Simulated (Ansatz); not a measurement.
**Calibrating r2SCAN-D4/def2-TZVPP on Ge-containing molecules**

The vertical ionisation energy (cation less neutral) in eV of 7 Ge-containing molecules: x at r2SCAN-D4/def2-TZVPP, y at CCSD(T)/def2-TZVPP. Shapes, held fixed at every level: PBE0-D4/def2-TZVP. Flexible molecules stand in one conformer, not always the lowest. Programs: Ansatz 0.2.0.

```
                                               molecule  x (eV)  y (eV)
       Ge5H10 (SMILES [GeH2]1[GeH2][GeH2][GeH2][GeH2]1)    8.94    9.23
    Ge2Si3H10 (SMILES [SiH2]1[SiH2][GeH2][SiH2][GeH2]1)    9.05    9.38
Ge2Si4H14 (SMILES [SiH3][SiH2][GeH2][GeH2][SiH2][SiH3])    9.06    9.40
Ge2Si4H14 (SMILES [SiH3][SiH2][SiH2][GeH2][SiH2][GeH3])    9.11       ?
      Ge2Si3H12 (SMILES [SiH3][GeH2][SiH2][SiH2][GeH3])    9.25    9.59
       GeSi4H12 (SMILES [SiH3][SiH2][GeH2][SiH2][SiH3])    9.25    9.56
             Ge3SiH10 (SMILES [GeH3][SiH2][GeH2][GeH3])    9.34    9.64
```

Q: Fit y = c + s·x to the known rows and predict y for Ge2Si4H14 (SMILES [SiH3][SiH2][SiH2][GeH2][SiH2][GeH3]).

A: 
1. Means of the 6 rows: x = 9.1483, y = 9.467.
2. Σ(Δx)² = 0.11828, Σ(Δx·Δy) = 0.11897, so the slope is 0.11897/0.11828 = 1.0058.
3. Intercept: 9.467 − (1.0058) × 9.1483 = 0.266. The largest residual of the fit is 0.027.
4. Ge2Si4H14 (SMILES [SiH3][SiH2][SiH2][GeH2][SiH2][GeH3]): 0.266 + 1.0058 × 9.11 = 9.43 eV.

CCSD(T)/def2-TZVPP gives 9.50 eV, so the prediction is off by -0.07 eV, more than the largest residual. Uncorrected, r2SCAN-D4/def2-TZVPP misses Ge2Si4H14 (SMILES [SiH3][SiH2][SiH2][GeH2][SiH2][GeH3]) by -0.39 eV, and the other rows by 0.32 on average. The line removes about 80 % of this miss. Left out in turn, the other rows are missed by 0.03 eV on average, so much of the error is systematic among these molecules. Cations run unrestricted. Relativity is left out for Ge. Outer-core shells of Ge are correlated, in sets that cover them unevenly.

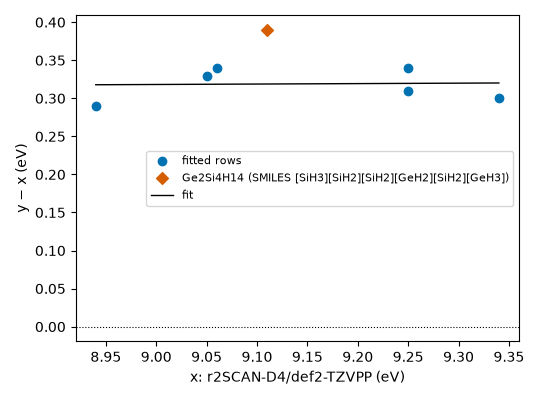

The correction y − x against x, with the fitted line and the withheld molecule.
